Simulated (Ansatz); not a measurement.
**Screening in K3SCl (antiperovskite) (Pm-3m)**

Wanted: ε∞ of K3SCl (antiperovskite) (Pm-3m) from perturbation theory, a sum over states and the RPA step of G0W0, with cost.

Program: Ansatz 0.2.0. Level of theory: linear response on PBE, plane waves, PAW. Results are calculated unless marked as measured.

The structure was built from a prototype and need not be the compound's stable phase.

### 1. The structure

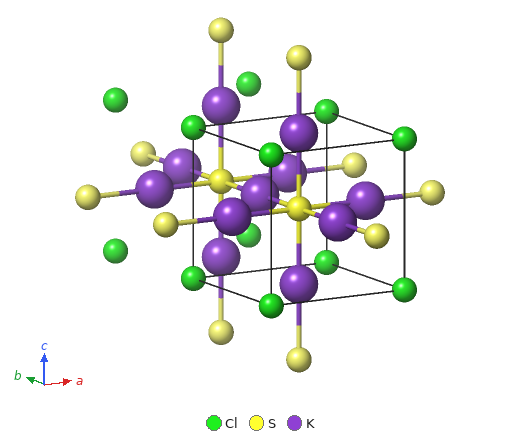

Start, viewed from a free direction; chlorine green, sulfur yellow, potassium purple. 1×2×1 cells are drawn. Some periodic images of atoms are drawn too.

The structure was relaxed with PBE. The structure type comes from a generator and need not be one that this composition takes. The runs that relaxed it are not among those shown. The default PAW set here is soft_2. Its files were made with PBE.

### 2. Response to a homogeneous field

ε∞ sets how strongly the crystal screens. Perturbation theory gives it with local fields and without a sum over empty bands.

This step: dielectric response by perturbation theory, PBE, plane waves, PAW.

Contents of input.yaml:

```yaml
crystal:
  lattice:
    - [5.9699615649, 0.0, 0.0]
    - [0.0, 5.9699615649, 0.0]
    - [0.0, 0.0, 5.9699615649]
  atoms:
    - { symbol: Cl, position: [0.0, 0.0, 0.0] }
    - { symbol: S, position: [0.5, 0.5, 0.5] }
    - { symbol: K, position: [0.5, 0.5, 0.0] }
    - { symbol: K, position: [0.5, 0.0, 0.5] }
    - { symbol: K, position: [0.0, 0.5, 0.5] }
kpoints:
  mp_grid: { grid: [4, 4, 4] }
hamiltonian:
  xc: pbe
scf:
  occupations: { method: fixed }
dielectric: {}
```

Run with:

```bash
> ansatz run input.yaml --threads 4 --pin off --max-ram 17510MiB --backend cpu --events-out ev --progress --plain --runs-dir out
```

Numbers of over 12 decimals in the logs are rounded to 6 here.

The log of the run:

```text
Engine: ansatz 0.2.0, aarch64-unknown-linux-gnu
Pseudopotentials: kind: paw
Pseudopotential: Cl, paw, valence charge 7, recommended cutoff 420 eV (normal), Cl.paw.azcp
Pseudopotential: S, paw, valence charge 6, recommended cutoff 420 eV (normal), S.paw.azcp
Pseudopotential: K, paw, valence charge 9, recommended cutoff 420 eV (normal), K.paw.azcp
Functional definition: PBE
  parameter kappa = 0.804
  parameter beta = 0.066725
  exchange = pbe_x(kappa = kappa, mu = beta*pi^2/3)
  correlation = pbe_c(beta = beta)
Crystal: 5 atoms, lattice volume = 212.772 Å³
Basis set: ecut = 420 eV, 4139 PW (Γ), exchange–correlation on 80×80×80 points (8 copies of the dense FFT grid, shifted against one another)
Bands: 25, of which v1, the nominal top of the filled ones, is band 20 counted from 1 (19 counted from 0)
Symmetry: 48 space group operations
k-points: 18 of 64 (irreducible under 8 space group operations, time reversal used)
Non-local potential: Cl, projectors of the file, l = 0: 2, l = 1: 2, l = 2: 2
Non-local potential: S, projectors of the file, l = 0: 2, l = 1: 2, l = 2: 2
Non-local potential: K, projectors of the file, l = 0: 3, l = 1: 2, l = 2: 2
PAW form: soft (Blöchl's): semilocal exchange-correlation on the pseudo side does not see the compensation charge
PAW one-centre angular grid: Cl, 110 points (default); XC on 64 Gauss nodes
PAW one-centre angular grid: S, 110 points (default); XC on 64 Gauss nodes
PAW one-centre angular grid: K, 110 points (default); XC on 64 Gauss nodes
Initial density: superposition of atomic densities (neutral atoms: chi_scale 0, normalization atom), corrected by the library's trained network
Initial wavefunctions: pseudopotential atomic-orbital guess
Functional: x = pbe(κ = 0.804, μ = 0.219515), c = pbe(β = 0.066725)
SCF iter   1: F=—  HF=-6601.146922 eV  |F-HF|=—  |Δ(HF+E_count)|=         —  Δρ=1.39e-3  dr2=1.31e-2  ethr=1.77e-3  ⟨swp⟩=5.2  Hψ=1892  notcnv=0  defer=42
preconditioner: auto → Resta (q_TF=auto, 2.065 Å⁻¹)  ε∞=2.3  [insulator: Δε(μ)=1.792 eV  Ē_g=13.243 eV  n_scr=26 (ndim 8)  ℏωp=14.8 eV  f_vac=0.218  ε∞_Penn≈2.3]
SCF iter   2: F=—  HF=-6601.142171 eV  |F-HF|=—  |Δ(HF+E_count)|=   4.75e-3  Δρ=5.28e-4  dr2=1.64e-3  ethr=3.28e-5  ⟨swp⟩=2.4  Hψ=954  notcnv=0  defer=49
SCF iter   3: F=—  HF=-6601.142032 eV  |F-HF|=—  |Δ(HF+E_count)|=   1.39e-4  Δρ=2.69e-4  dr2=5.15e-4  ethr=4.11e-6  ⟨swp⟩=2.0  Hψ=480  notcnv=0  defer=48
SCF iter   4: F=—  HF=-6601.142067 eV  |F-HF|=—  |Δ(HF+E_count)|=   3.57e-5  Δρ=7.25e-5  dr2=2.02e-5  ethr=1.29e-6  ⟨swp⟩=2.0  Hψ=603  notcnv=0  defer=48
SCF iter   5: F=—  HF=-6601.142077 eV  |F-HF|=—  |Δ(HF+E_count)|=   1.01e-5  Δρ=2.80e-5  dr2=2.30e-6  ethr=5.05e-8  ⟨swp⟩=2.0  Hψ=567  notcnv=0  defer=32
SCF iter   6: F=—  HF=-6601.142081 eV  |F-HF|=—  |Δ(HF+E_count)|=   3.36e-6  Δρ=4.43e-6  dr2=7.00e-8  ethr=5.75e-9  ⟨swp⟩=2.0  Hψ=549  notcnv=0  defer=22
SCF iter   7: F=—  HF=-6601.142081 eV  |F-HF|=—  |Δ(HF+E_count)|=   2.23e-7  Δρ=7.92e-7  dr2=1.95e-9  ethr=1.75e-10  ⟨swp⟩=2.3  Hψ=736  notcnv=0  defer=22
SCF iter   8: F=—  HF=-6601.142081 eV  |F-HF|=—  |Δ(HF+E_count)|=   1.07e-8  Δρ=2.20e-7  dr2=1.27e-10  ethr=4.87e-12  ⟨swp⟩=2.0  Hψ=738  notcnv=0  defer=22
SCF iter   9: F=-6601.142081 eV  HF=-6601.142081 eV  |F-HF|=5.46e-12  |Δ(HF+E_count)|=  5.02e-10  Δρ=4.08e-8  dr2=4.48e-12  ethr=1.00e-12  ⟨swp⟩=9.8  Hψ=1984  notcnv=0
SCF 1 converged in 9 iterations: F = -6601.142081 eV  dr2 = 4.48e-12
  greatest PAW one-centre occupation: 0.987 electrons in one spin orbital (limit 2), on the K atom at site 3 (counted from 0), in its partial waves of l = 0
DFPT response loops at Γ: preconditioner auto → none (the input reference at scf.mixing.eps_inf says where Resta's filter doesn't serve); β = 0.50; Broyden in place of MSR1
── the response to a field inside a basis, on 6×6×6 k-points: an SCF that follows is theirs, and a resumed run solves both again ──
Bands: 21, of which v1, the nominal top of the filled ones, is band 20 counted from 1 (19 counted from 0)
k-points: 10 of 216
Initial density: handed on by an earlier stage of this run
Initial wavefunctions: pseudopotential atomic-orbital guess (no wavefunctions were taken with the density)
Eigensolver: Dense (10 Hₖ)
SCF iter   1: F=—  HF=-6601.135341 eV  |F-HF|=—  |Δ(HF+E_count)|=         —  Δρ=5.18e-5  dr2=1.99e-6  ethr=1.00e-1
preconditioner: auto → Resta (q_TF=auto, 2.065 Å⁻¹)  ε∞=2.5  [insulator: Δε(μ)=2.073 eV  Ē_g=11.981 eV  n_scr=26 (ndim 8)  ℏωp=14.8 eV  f_vac=0.225  ε∞_Penn≈2.5]
SCF iter   2: F=—  HF=-6601.135343 eV  |F-HF|=—  |Δ(HF+E_count)|=   1.58e-6  Δρ=2.75e-5  dr2=4.12e-7  ethr=4.97e-9
SCF iter   3: F=-6601.135344 eV  HF=-6601.135344 eV  |F-HF|=8.01e-9  |Δ(HF+E_count)|=   6.87e-7  Δρ=4.99e-6  dr2=3.46e-8  ethr=1.03e-9
SCF 1 converged in 3 iterations: F = -6601.135344 eV  dr2 = 3.46e-8
  greatest PAW one-centre occupation: 0.987 electrons in one spin orbital (limit 2), on the K atom at site 4 (counted from 0), in its partial waves of l = 0
DFPT response loops at Γ: mixed as the last ones told, above
SCF converged after 9 iterations
Free energy (F): -6601.142081 eV
Harris-Foulkes:  -6601.142081 eV  (|F-HF|=5.46e-12)
Internal energy: -6601.142081 eV  (E = F + TS)
E sigma→0 (E₀):  -6601.142081 eV
Fermi energy:    1.358555 eV
--- Per-component energies (eV) ---
  E_band       = -420.886229
  E_kinetic    = 1030.486406
  E_local      = -2572.428190  (includes V_loc(G=0)·N_el)
  E_nonlocal   = 94.724057
  E_hartree    = 910.124899
  E_xc         = -610.911810
  E_vxc        = -705.526572  (∫ρ·V_xc dr)
  E_paw        = -3605.078424  (= ΣΔE_a)
  E_vpaw       = -88.391856  (= ΣTr[D̂ρ^β])
  E_aug_tail   = 0.000081  (compensation charges beyond the density's cutoff)
  E_ewald      = -1848.059100
  E_smearing   = -0.000000  (= −TS)
  E_closure    = 0.000000  (closes the sum)
  Σ components = -6601.142081   (vs F -6601.142081, Δ=0.00e0)
--- Band table (eV; the first three rows and the last of 18) ---
  k-point 0: bands = [... 16 lower, -0.4010, 1.3586, 1.3586, 1.3586, 3.1903, 5.5004, 5.5004, 6.2719, ... 1 higher]
  k-point 1: bands = [... 16 lower, -0.4010, 0.9652, 1.3181, 1.3181, 3.6814, 5.5051, 5.8018, 6.4126, ... 1 higher]
  k-point 2: bands = [... 16 lower, -0.4010, 0.6350, 1.2790, 1.2790, 4.6149, 4.8204, 6.2924, 6.6054, ... 1 higher]
  k-point 17: bands = [... 16 lower, -0.4654, 0.5533, 0.5533, 0.5533, 6.0735, 6.2419, 6.2419, 6.2419, ... 1 higher]
--- Dielectric response (ions clamped): 3 representative field directions + reference, inside a basis on a mesh of 216 k-points (Σ response iterations 12) ---
  ε∞ (high-frequency dielectric tensor):
        2.485683     0.000000     0.000000
        0.000000     2.485683     0.000000
        0.000000     0.000000     2.485683
  Born effective charges Z* (e; rows j = field, columns β = displacement):
    site 0:
        -1.30878   -0.00000    0.00000
        -0.00000   -1.30878    0.00000
        -0.00000    0.00000   -1.30878
    site 1:
        -1.91722    0.00000    0.00000
        -0.00000   -1.91722    0.00000
         0.00000    0.00000   -1.91722
    site 2:
         0.94784   -0.00000   -0.00000
         0.00000    0.94784    0.00000
         0.00000    0.00000    1.33033
    site 3:
         0.94784    0.00000    0.00000
        -0.00000    1.33033    0.00000
         0.00000    0.00000    0.94784
    site 4:
         1.33033    0.00000    0.00000
         0.00000    0.94784    0.00000
         0.00000    0.00000    0.94784
  Z* charge neutrality: 6.093e-4 e pre-enforcement
  solved inside a basis spanned on kpoints, on 6×6×6 k-points, its susceptibility summed on 8×8×8: ε∞ is read to err by 5.0e-3, Z* by 1.0e-2 e (field_mesh: kpoints solves on kpoints); Z* is corrected for what the basis lacks
```

Run time: 16 s. Hardware: 4 threads of Arm Neoverse V2, shared host; peak memory 0.79 GiB.

The column dr2 measures how far the density is from self-consistency, as an energy; F and HF (Harris–Foulkes) agree once it is small.

This step gave:

```yaml
stated_error_of_eps_infinity: 0.005
```

One over ε∞ averages 0.40, above the quarter of exact exchange in PBE0, which should therefore fall short.

High-frequency dielectric tensor:

```
2.49 0.00 0.00
0.00 2.49 0.00
0.00 0.00 2.49
```

Born effective charge (e), principal values of the symmetric part by kind of site:

```tsv
atom	atoms with these values	low	middle	high	mean
Cl1	1	-1.31	-1.31	-1.31	-1.31
S2	1	-1.92	-1.92	-1.92	-1.92
K3	3	0.95	0.95	1.33	1.08
```

In full for Cl1:

```
-1.31  0.00  0.00
 0.00 -1.31  0.00
 0.00  0.00 -1.31
```

### 3. Independent-particle spectrum

The independent-particle spectrum shows where the oscillator strength lies, before excitons and local fields.

This step: independent-particle optics on PBE, plane waves, PAW.

input.yaml: that of step 2 with these lines changed.

```diff
@@ -17,2 +17,4 @@
   occupations: { method: fixed }
-dielectric: {}
+  n_extra_bands: 145
+output:
+  optics: { e_range: [0, 25], de: 0.1, sigma: 0.2 }
```

The log of the run:

```text
[...]
Crystal: 5 atoms, lattice volume = 212.772 Å³
Basis set: ecut = 420 eV, 4139 PW (Γ)
Bands: 165, of which v1, the nominal top of the filled ones, is band 20 counted from 1 (19 counted from 0)
Symmetry: 48 space group operations
[...]
k-points: 10 of 64
[...]
SCF iter   1: F=—  HF=-6601.145670 eV  |F-HF|=—  |Δ(HF+E_count)|=         —  Δρ=1.44e-3  dr2=1.40e-2  ethr=1.77e-3  ⟨swp⟩=4.4  Hψ=5840  notcnv=0  defer=1403
[...]
SCF iter  10: F=-6601.142263 eV  HF=-6601.142263 eV  |F-HF|=1.82e-12  |Δ(HF+E_count)|=    0.00e0  Δρ=3.70e-9  dr2=3.54e-14  ethr=1.00e-12  ⟨swp⟩=12.6  Hψ=13590  notcnv=0
SCF 1 converged in 10 iterations: F = -6601.142263 eV  dr2 = 3.54e-14
[...]
Optics k sum: 0 of 10 k-points
Optics k sum: 1 of 10 k-points
[...]
Optics k sum: 10 of 10 k-points
SCF converged after 10 iterations
Free energy (F): -6601.142263 eV
[...]
Internal energy: -6601.142263 eV  (E = F + TS)
E sigma→0 (E₀):  -6601.142263 eV
Fermi energy:    1.358627 eV
[...]
--- Band table (eV; the first three rows and the last of 10) ---
  k-point 0: bands = [... 16 lower, -0.4010, 1.3586, 1.3586, 1.3586, 3.1903, 5.5004, 5.5004, 6.2719, ... 141 higher]
  k-point 1: bands = [... 16 lower, -0.4010, 0.9653, 1.3182, 1.3182, 3.6814, 5.5051, 5.8019, 6.4125, ... 141 higher]
  k-point 2: bands = [... 16 lower, -0.4011, 0.6351, 1.2790, 1.2790, 4.6150, 4.8204, 6.2925, 6.6054, ... 141 higher]
  k-point 9: bands = [... 16 lower, -0.4654, 0.5535, 0.5535, 0.5535, 6.0734, 6.2419, 6.2419, 6.2419, ... 141 higher]
```

Wall time 22 s (4 threads); peak memory 1.2 GiB; 87 s of CPU time.

Numbers from this step:

* ε∞ without local fields (xx, yy, zz): 2.769, 2.769, 2.769
* electrons in the f-sum (xx, yy, zz): 31.04, 31.04, 31.04
* bands in the explicit sum (the static value is completed to all bands): 165

The sum gives ε∞ = 2.77 without local fields.

The ε₂, xx=yy=zz has structure finer than the step of the table below, so its rows give means over 1 eV, whole bins alone (the curve runs from 0 to 25 eV). Peaks (eV: height): 5.5: 3.76, 8.2: 2.76, 11.5: 1.13, 18.4: 1.53, 21.0: 1.57, 22.7: 1.75.

Independent particles, no local fields, Gaussian width 0.2 eV. ε₂, xx=yy=zz against photon energy; means over each step:

```tsv
photon energy (eV)	ε₂, xx=yy=zz
1	1.2e-4
2	0.297
3	0.514
4	0.987
5	2.17
6	2.60
7	1.39
8	1.94
9	1.26
10	0.821
11	0.762
12	0.802
13	0.651
14	0.794
15	0.487
16	0.385
17	0.388
18	0.924
19	0.683
20	1.01
21	1.38
22	1.18
23	1.10
24	0.369
```

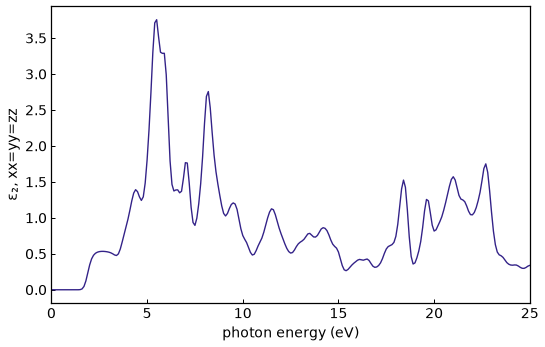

ε₂, xx=yy=zz against photon energy.

The loss function, xx=yy=zz has structure finer than the step of the table below, so its rows give means over 2 eV, whole bins alone (the curve runs from 0 to 25 eV). Peaks (eV: height): 6.3: 0.545, 9.9: 0.851, 12.0: 0.684, 14.6: 0.676, 18.7: 0.885, 23.8: 2.49.

Independent particles, no local fields, Gaussian width 0.2 eV. Table of loss function, xx=yy=zz by photon energy; means over each step:

```tsv
photon energy (eV)	loss function, xx=yy=zz
2	0.0291
4	0.0751
6	0.300
8	0.411
10	0.597
12	0.495
14	0.521
16	0.307
18	0.332
20	0.366
22	0.627
24	1.78
```

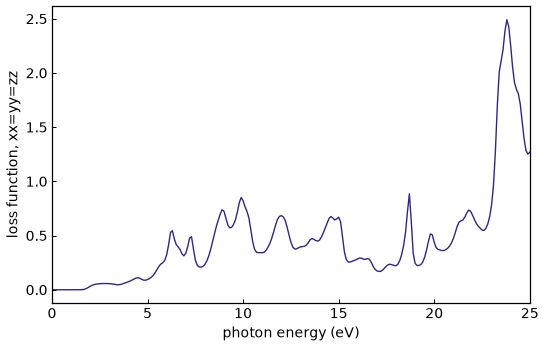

Loss function, xx=yy=zz, plotted against photon energy.

Independent particles, no local fields, Gaussian width 0.2 eV. ε₁, xx=yy=zz against photon energy:

```tsv
photon energy (eV)	ε₁, xx=yy=zz
0.0	2.76
2.5	3.03
5.0	3.99
7.5	1.57
10.0	0.591
12.5	0.948
15.0	0.713
17.5	1.50
20.0	1.10
22.5	0.674
25.0	0.390
```

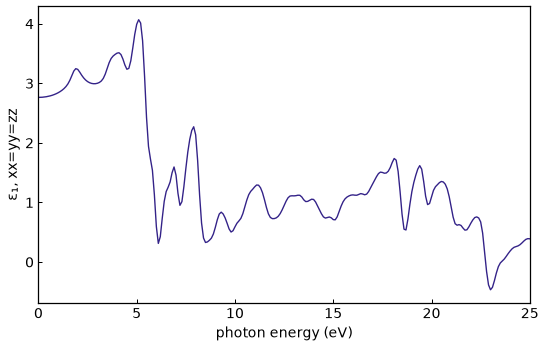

ε₁, xx=yy=zz, plotted against photon energy.

### 4. RPA screening from the G0W0 run

Now the one-shot GW correction: screening in the RPA, then the self-energy of the levels asked for.

This step: G0W0 on PBE, plane waves, PAW.

input.yaml, the sections that differ from step 3:

```yaml
kpoints:
  mp_grid: { grid: [2, 2, 2] }
scf:
  occupations: { method: fixed }
gw:
  n_empty_bands: 635
  ecut_chi: 120.0
  qp_bands: [v2, c2]
  qp_kpoints: band_edges
  screening: { model: contour_deformation }
# crystal, hamiltonian: as in step 3
# output: removed
```

The log of the run:

```text
[...]
Crystal: 5 atoms, lattice volume = 212.772 Å³
Basis set: ecut = 420 eV, 4139 PW (Γ)
Bands: 25, of which v1, the nominal top of the filled ones, is band 20 counted from 1 (19 counted from 0)
Symmetry: 48 space group operations
[...]
k-points: 4 of 8
[...]
2    22      5.7788    -2.9591    -3.0724    -6.6077  0.7986     6.3705     6.3549  root
     3    19      0.5920   -16.1888     2.2519   -12.6492  0.7207    -0.8353    -0.6957  root ?
     3    20      0.5920   -16.1888     2.2519   -12.6492  0.7207    -0.8353    -0.6957  root ?
     3    21      6.0715    -2.9984    -3.2211    -7.0969  0.7961     6.9948     6.9488  root
     3    22      6.2479    -3.6174    -3.2103    -7.6315  0.7873     7.0844     7.0517  root
[key lines of the parts left out:]
SCF converged after 6 iterations
Free energy (F): -6601.070450 eV
Fermi energy:    1.400905 eV
```

The job ended after 51 s (4 threads; peak memory 3.2 GiB; 3.3 min of CPU time).

This step gave:

```
bands summed                                 : 655
RPA ε∞ on this mesh (eigenvalues)            : 2.641, 2.641, 2.641
plane waves in the screening matrix          : 619
G0W0 gap on the mesh                         : 3.513 eV
k of the valence top                         : 0, 0, 0
k of the conduction bottom                   : 0, 0, 0
starting gap on the mesh                     : 1.793 eV
least direct G0W0 gap on the computed points : 3.513 eV
```

The gap on the mesh goes from 1.79 eV to 3.51 eV, a correction of +1.72 eV. The program marks an edge row as in doubt. Between the two edge states, bare exchange in place of the xc potential would open the gap by 6.66 eV, and correlation takes back 4.94 eV.

Mean over the mesh in bins of 0.25 1/Å. The static inverse dielectric function, diagonal by length of q+G:

```tsv
length of q+G (Å⁻¹)	static inverse dielectric function, diagonal
0.53	0.507
0.74	0.557
0.97	0.595
1.23	0.654
1.55	0.731
1.72	0.761
1.96	0.801
2.24	0.837
2.47	0.860
2.74	0.883
3.02	0.902
3.29	0.918
3.50	0.929
3.78	0.940
4.03	0.949
4.27	0.957
4.53	0.964
4.76	0.970
4.99	0.974
5.26	0.979
5.48	0.983
```

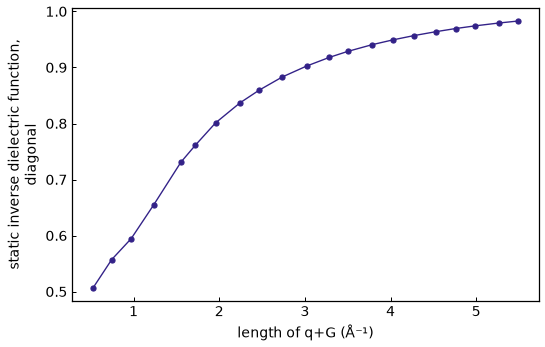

Static inverse dielectric function, diagonal, plotted against length of q+G.

### 5. The values together

Times are wall times on 4 threads of Arm Neoverse V2, shared host, good to a factor of about two.

```tsv
method	mesh	ε∞, low	middle	high	mean	time
perturbation theory (local fields and xc kernel)	4×4×4 (response on 216 points)	2.49	2.49	2.49	2.49	16 s
sum over states (no local fields)	4×4×4	2.77	2.77	2.77	2.77	22 s
RPA with local fields, on the GW mesh	2×2×2	2.64	2.64	2.64	2.64	51 s
```

### 6. What came out

* perturbation theory (local fields and xc kernel): 2.49, 2.49, 2.49
* sum over states (no local fields): 2.77, 2.77, 2.77
* RPA with local fields, on the GW mesh: 2.64, 2.64, 2.64

Mean Born effective charge: Cl1 -1.31, S2 -1.92, K3 1.08 e. The most distinct maxima of the ε₂, xx=yy=zz lie at 5.5, 8.2, 18.4, 21.0 and 22.7 eV, the highest at 5.5 eV. Distinct peaks of the loss function, xx=yy=zz stand at 9.9, 12.0, 14.6, 18.7 and 23.8 eV; the one at 23.8 eV is strongest. The sum without local fields gives 2.77 in the mean against 2.49 by perturbation theory; local fields lower ε∞ and the xc kernel gives part of it back, though the sum also carries the error of its own mesh. The RPA values on the 2×2×2 mesh average 1.06 times those of perturbation theory (means 2.64 and 2.49). Without the xc kernel RPA should lie a little lower; it lies higher here. Perturbation theory sums its response on a denser mesh of its own, so the coarser sum of the GW run is the likely cause. PBE usually puts the gap too low, which tends to raise ε∞. Ions are clamped, so the lattice part of the static constant is not in these numbers.

[Paths, hosts, dates, memory and timing lines, banners, echoed tables and standing remarks are left out of the program output.]

[Logs are printed without paths, hosts, clocks, repeated set-up lines and the standing remarks that a program may print on its own settings, such as how far it seeks lower states.]

[Runs of the session that timed out or met a known fault of the program may be left out.]

[Cells called generated may have been cut or substituted from an entry of the Crystallography Open Database or the Materials Project.]

[Hosts, paths, dates, database ids (printed as entryN), source tags and the programs' standing remarks are cut or masked in the printed files.]
